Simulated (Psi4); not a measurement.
# triplet C2H3Cl at UCCSD(T)/def2-SVPD

We compute the energy of triplet C2H3Cl. Input form: a Python script.

The calculation is run with Psi4 1.11.

### Step 1. The system as given

The species is C2H3Cl (6 atoms), meant as a triplet with charge 0. SMILES of the parent species: `C=CCl`. The shape is that of a PBE0-D4/def2-TZVP optimisation. That shape belongs to the parent species and isn't relaxed for this state.

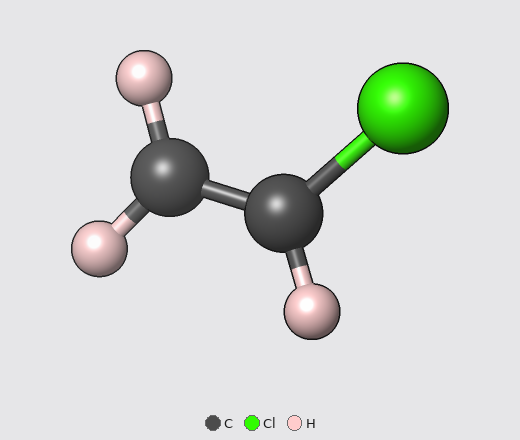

Viewed from a chosen angle; carbon dark grey, chlorine green, hydrogen pink.

### Step 2. A single-point energy at UCCSD(T)/def2-SVPD

Contents of c2h3cl.xyz:

```xyz
6
C2H3Cl
C     -0.461860     0.202020    -0.539180
C      0.378470    -0.011560     0.455830
Cl     0.897380    -1.579540     0.939640
H     -0.883050    -0.607730    -1.121290
H     -0.744690     1.217510    -0.788270
H      0.813760     0.779300     1.053260
```

Contents of calc.py:

```python
import psi4

psi4.set_memory(1600000000)
psi4.set_num_threads(1)
psi4.set_output_file('output.dat', False)

with open('c2h3cl.xyz') as f:
    atoms = ''.join(f.readlines()[2:])
mol = psi4.geometry('0 3\n' + atoms + 'symmetry c1\nno_reorient\nno_com')

psi4.set_options({
    'basis': 'def2-SVPD',
    'reference': 'uhf',
    'puream': True,
    'e_convergence': 1e-09,
    'd_convergence': 1e-08,
    'scf_type': 'pk',
    'num_frozen_docc': 7,
    'maxiter': 100,
})

e_tot = psi4.energy("ccsd(t)")
print(f'total energy {e_tot:.8f} hartree = {e_tot * 27.211386:.5f} eV')
```

The run is started by

```console
$ python calc.py
```

output.dat:

```text
Psi4 1.11 release

   => Loading Basis Set <=

    Name: DEF2-SVPD
    Role: ORBITAL
    Keyword: BASIS

         ---------------------------------------------------------
                                   SCF
                              UHF Reference
                        1 Threads,   1525 MiB Core
         ---------------------------------------------------------

  ==> Geometry <==

    Molecular point group: c1
    Full point group: C1

    Geometry (in Angstrom), charge = 0, multiplicity = 3:

       Center              X                  Y                   Z               Mass
    ------------   -----------------  -----------------  -----------------  -----------------
         C           -0.461860000000     0.202020000000    -0.539180000000    12.000000000000
         C            0.378470000000    -0.011560000000     0.455830000000    12.000000000000
         CL           0.897380000000    -1.579540000000     0.939640000000    34.968852682000
         H           -0.883050000000    -0.607730000000    -1.121290000000     1.007825032230
         H           -0.744690000000     1.217510000000    -0.788270000000     1.007825032230
         H            0.813760000000     0.779300000000     1.053260000000     1.007825032230

  Running in c1 symmetry.

  Rotational constants: A =      1.89867  B =      0.10830  C =      0.10246 [cm^-1]
  Rotational constants: A =  56920.65536  B =   3246.78083  C =   3071.57666 [MHz]
  Nuclear repulsion =   89.268856973997785

  Charge       = 0
  Multiplicity = 3
  Electrons    = 32
  Nalpha       = 17
  Nbeta        = 15

  ==> Algorithm <==

  SCF Algorithm Type is PK.
  DIIS enabled.
  MOM disabled.
  Fractional occupation disabled.
  Guess Type is SAD.
  Energy threshold   = 1.00e-09
  Density threshold  = 1.00e-08
  Integral threshold = 1.00e-12

  ==> Primary Basis <==

  Basis Set: DEF2-SVPD
    Blend: DEF2-SVPD
    Number of shells: 39
    Number of basis functions: 91
    Number of Cartesian functions: 97
    Spherical Harmonics?: true
    Max angular momentum: 2

  ==> Integral Setup <==

  Using in-core PK algorithm.
   Calculation information:
      Number of atoms:                   6
      Number of AO shells:              39
      Number of primitives:             67
      Number of atomic orbitals:        97
      Number of basis functions:        91

      Integral cutoff                 1.00e-12
      Number of threads:                 1

  Performing in-core PK
  Using 17526782 doubles for integral storage.
  We computed 298502 shell quartets total.
  Whereas there are 304590 unique shell quartets.

  ==> DiskJK: Disk-Based J/K Matrices <==

    J tasked:                  Yes
    K tasked:                  Yes
    wK tasked:                  No
    Memory [MiB]:             1144
    Schwarz Cutoff:          1E-12

  Minimum eigenvalue in the overlap matrix is 1.3503628455E-04.
  Reciprocal condition number of the overlap matrix is 1.6439117260E-05.
    Using symmetric orthogonalization.

  ==> Pre-Iterations <==

  SCF Guess: Superposition of Atomic Densities via on-the-fly atomic UHF (no occupation information).

   -------------------------
    Irrep   Nso     Nmo
   -------------------------
     A         91      91
   -------------------------
    Total      91      91
   -------------------------

  ==> Iterations <==

                        Total Energy        Delta E     RMS |[F,P]|

   @UHF iter SAD:  -536.29961478773293   -5.36300e+02   0.00000e+00
   @UHF iter   1:  -536.51533196181333   -2.15717e-01   3.78127e-03 DIIS/ADIIS
   @UHF iter   2:  -536.59167873396780   -7.63468e-02   2.37272e-03 DIIS/ADIIS
   @UHF iter   3:  -536.61989935665747   -2.82206e-02   6.44417e-04 DIIS/ADIIS
   @UHF iter   4:  -536.62889450313776   -8.99515e-03   3.92987e-04 DIIS/ADIIS
   @UHF iter   5:  -536.63213900207893   -3.24450e-03   2.22121e-04 DIIS/ADIIS
   @UHF iter   6:  -536.63372201630011   -1.58301e-03   6.76528e-05 DIIS
   @UHF iter   7:  -536.63381700480375   -9.49885e-05   2.18047e-05 DIIS
   @UHF iter   8:  -536.63382495658561   -7.95178e-06   7.87733e-06 DIIS
   @UHF iter   9:  -536.63382577670097   -8.20115e-07   3.89867e-06 DIIS
   @UHF iter  10:  -536.63382609637335   -3.19672e-07   1.56446e-06 DIIS
   @UHF iter  11:  -536.63382615016803   -5.37947e-08   4.37767e-07 DIIS
   @UHF iter  12:  -536.63382615333740   -3.16936e-09   1.23657e-07 DIIS
   @UHF iter  13:  -536.63382615354101   -2.03613e-10   3.81853e-08 DIIS
   @UHF iter  14:  -536.63382615355795   -1.69393e-11   1.60789e-08 DIIS
   @UHF iter  15:  -536.63382615356056   -2.61480e-12   5.37152e-09 DIIS
  Energy and wave function converged.

  ==> Post-Iterations <==

   @Spin Contamination Metric:   2.464164125E-02
   @S^2 Expected:                2.000000000E+00
   @S^2 Observed:                2.024641641E+00
   @S   Expected:                1.000000000E+00
   @S   Observed:                1.000000000E+00

    Orbital Energies [Eh]
    ---------------------

    Alpha Occupied:

       1A   -104.818864     2A    -11.294100     3A    -11.250845
       4A    -10.577137     5A     -8.051468     6A     -8.050611
       7A     -8.048794     8A     -1.184056     9A     -1.049764
      10A     -0.818298    11A     -0.678128    12A     -0.631380
      13A     -0.601378    14A     -0.534608    15A     -0.463284
      16A     -0.459383    17A     -0.257686

    Alpha Virtual:

      18A      0.102029    19A      0.116673    20A      0.118146
      21A      0.146093    22A      0.157773    23A      0.169617
      24A      0.211794    25A      0.238349    26A      0.250285
[... 21 lines of this table left out ...]
      90A      3.426839    91A      3.653106

    Beta Occupied:

[... 15 lines left out ...]
    Final Occupation by Irrep:
[... 6 lines left out ...]
  @UHF Final Energy:  -536.63382615356056
[... 3 lines left out ...]
    Nuclear Repulsion Energy =             89.2688569739977851
    One-Electron Energy =                -915.4095947624241489
    Two-Electron Energy =                 289.5069116348658440
    Total Energy =                       -536.6338261535604488
[... 23 lines left out ...]
 Dipole X            :        -26.5306707           26.3449365           -0.1857342
 Dipole Y            :         46.5367707          -45.9587819            0.5779888
 Dipole Z            :        -27.7946827           27.6230338           -0.1716489
[... 20 lines left out ...]
 OEINTS: Overlap, kinetic, potential, dipole, and quadrupole integrals
[... 85 lines left out ...]
	Frozen core energy     =   -564.61620939059401
[... 7 lines left out ...]
	Size of irrep 0 of <Ab|Cd> integrals:     31.629 (MW) /    253.035 (MB)
	Total:                                    31.629 (MW) /    253.035 (MB)

	Size of irrep 0 of <IA|BC> integrals:      4.052 (MW) /     32.418 (MB)
	Total:                                     4.052 (MW) /     32.418 (MB)

	Size of irrep 0 of <ia|bc> integrals:      3.512 (MW) /     28.094 (MB)
	Total:                                     3.512 (MW) /     28.094 (MB)

	Size of irrep 0 of <Ia|Bc> integrals:      4.274 (MW) /     34.194 (MB)
	Total:                                     4.274 (MW) /     34.194 (MB)

	Size of irrep 0 of <iA|bC> integrals:      3.329 (MW) /     26.635 (MB)
	Total:                                     3.329 (MW) /     26.635 (MB)

	Size of irrep 0 of tIjAb amplitudes:       0.450 (MW) /      3.599 (MB)
	Total:                                     0.450 (MW) /      3.599 (MB)

	Nuclear Rep. energy          =     89.26885697399779
	SCF energy                   =   -536.63382615356056
	One-electron energy          =   -110.30659379262181
	Two-electron (AA) energy     =     13.48871591109569
	Two-electron (BB) energy     =      8.05740171875833
	Two-electron (AB) energy     =     27.47400242580093
	Two-electron energy          =     49.02012005565494
	Reference energy             =   -536.63382615356306

	total time  =         12 seconds =       0.20 minutes
            **************************
            *                        *
            *        CCENERGY        *
            *                        *
            **************************

    Nuclear Rep. energy (wfn)     =   89.268856973997785
    SCF energy          (wfn)     = -536.633826153560562
    Reference energy    (file100) = -536.633826153563064

    Input parameters:
    -----------------
    Wave function   =     CCSD_T
    Reference wfn   =     UHF
    Brueckner       =     No
    Memory (Mbytes) =     1600.0
    Maxiter         =    100
    R_Convergence   =     1.0e-07
    E_Convergence   =     1.0e-09
    Restart         =     Yes
    DIIS            =     Yes
    AO Basis        =     NONE
    ABCD            =     NEW
    Cache Level     =     2
    Cache Type      =     LRU
    Print Level     =     1
    Num. of threads =     1
    # Amps to Print =     10
    Print MP2 Amps? =     No
    Analyze T2 Amps =     No
    Print Pair Ener =     No
    Local CC        =     No
    SCS-MP2         =     False
    SCSN-MP2        =     False
    SCS-CCSD        =     False

MP2 correlation energy -0.3811612359406332
                Solving CC Amplitude Equations
                ------------------------------
  Iter             Energy              RMS        T1Diag      D1Diag    New D1Diag    D2Diag
  ----     ---------------------    ---------   ----------  ----------  ----------   --------
     0        -0.381161235940633    0.000e+00    0.000000    0.000000    0.000000    0.000000
     1        -0.409549714706194    7.745e-02    0.013549    0.000000    0.000000    0.000000
     2        -0.420952406398212    2.740e-02    0.017578    0.000000    0.000000    0.000000
[... 17 lines of this table left out ...]
    20        -0.423909485074740    8.814e-09    0.029596    0.000000    0.000000    0.000000

    Iterations converged.

    Largest TIA Amplitudes:
              9  13        -0.0145111700
              9  17        -0.0132594418
              9  11        -0.0121587817
              5  17         0.0105499169
              5   3        -0.0090340014
              2  10        -0.0077833513
              5  11        -0.0075134779
              9   9         0.0072066540
              5  13         0.0065400569
              2   2        -0.0063838915

    Largest Tia Amplitudes:
              6   0         0.1024156885
              6   7        -0.0216639731
              6  22        -0.0170121886
              6  11         0.0161017133
              6  14         0.0146378143
              6  37        -0.0133735564
              6   4         0.0119478819
              2  31         0.0077089704
              4  24         0.0068476591
              6  42        -0.0066870551

    Largest TIJAB Amplitudes:
      8   7  46  44        -0.0103340088
      9   6  17  10        -0.0080656300
      8   7  18  15         0.0078753957
      9   4  17   6        -0.0073490764
      8   7  44  18        -0.0069313340
      8   7  15  12         0.0068154803
      9   4  37   6        -0.0067399780
      8   7  44  12         0.0063733414
      8   7  46  15        -0.0058717622
      8   6  16  10        -0.0056814357

    Largest Tijab Amplitudes:
      6   5  12   0         0.0159823047
      6   4  12   0        -0.0118609890
      6   4   8   0         0.0104226857
      7   6  48  46         0.0098671904
      6   5   8   0        -0.0096881353
      6   5  10   0        -0.0089150411
      7   6  19  16         0.0085655512
      7   6  31   0         0.0081494126
      7   6  48  16        -0.0076670684
      7   6  48  44         0.0075641105

    Largest TIjAb Amplitudes:
      9   6  17   0        -0.0232735076
      9   1  33   0        -0.0170181126
      6   6  10   0        -0.0153216760
      9   6  13   0        -0.0151075278
      6   5  10  12        -0.0147331646
      4   6   6   0        -0.0144101205
      7   6  44  46         0.0140959719
      9   1  10   0        -0.0136371371
      6   6   6   0         0.0133637290
      4   4   6   8        -0.0132472096

    SCF energy       (wfn)                    = -536.633826153560562
    Reference energy (file100)                = -536.633826153563064

    Opposite-spin MP2 correlation energy      =   -0.285223438248543
    Same-spin MP2 correlation energy          =   -0.095937797692090
    Singles MP2 correlation energy            =   -0.000000000000000
    MP2 correlation energy                    =   -0.381161235940633
      * MP2 total energy                      = -537.014987389503744

    Opposite-spin CCSD correlation energy     =   -0.330847683697728
    Same-spin CCSD correlation energy         =   -0.093061801377013
    Singles CCSD correlation energy           =    0.000000000000001
    CCSD correlation energy                   =   -0.423909485074740
      * CCSD total energy                     = -537.057735638637837

            **************************
            *                        *
            *        CCTRIPLES       *
            *                        *
            **************************

    Wave function   =    CCSD_T
    Reference wfn   =      UHF

    Nuclear Rep. energy (wfn)                =   89.268856973997785
    SCF energy          (wfn)                = -536.633826153560562
    Reference energy    (file100)            = -536.633826153563064
    CCSD energy         (file100)            =   -0.423909485074740
    Total CCSD energy   (file100)            = -537.057735638637837

    Number of ijk index combinations:
    Spin Case AAA:                                 120
    Spin Case BBB:                                  56
    Spin Case AAB:                                 360
    Spin Case ABB:                                 280
    AAA (T) energy                             =   -0.000446911408244
    BBB (T) energy                             =   -0.000256590922008
    AAB (T) energy                             =   -0.006926442396708
    ABB (T) energy                             =   -0.005134423800587
    (T) energy                                   =   -0.012764368527547
      * CCSD(T) total energy                     = -537.070500007165379
```

Standard output:

```text
total energy -537.07050001 hartree = -14614.43268 eV
```

Run time: 1.9 min. Hardware: 1 thread of Intel Xeon Platinum 8259CL at 2.50GHz (Skylake/Cascade Lake), shared host; peak memory 0.72 GiB.

### Step 3. Summary of results

Level: UCCSD(T)/def2-SVPD, 7 core orbitals frozen.

| quantity | value |
| --- | --- |
| total energy | -537.07050 Eh |
| HOMO energy (Hartree–Fock orbitals) (highest over α and β) | -7.01 eV |
| LUMO energy (Hartree–Fock orbitals) (lowest over α and β) | 0.48 eV |
| correlation energy (7 core orbitals frozen) | -436.7 mEh |
| (T) correction | -12.76 mEh |
| ⟨S²⟩ of the reference determinant | 2.025 |
| T1 diagnostic | 0.030 |

**Reading.** The triples make up 2.9 % of the correlation energy.
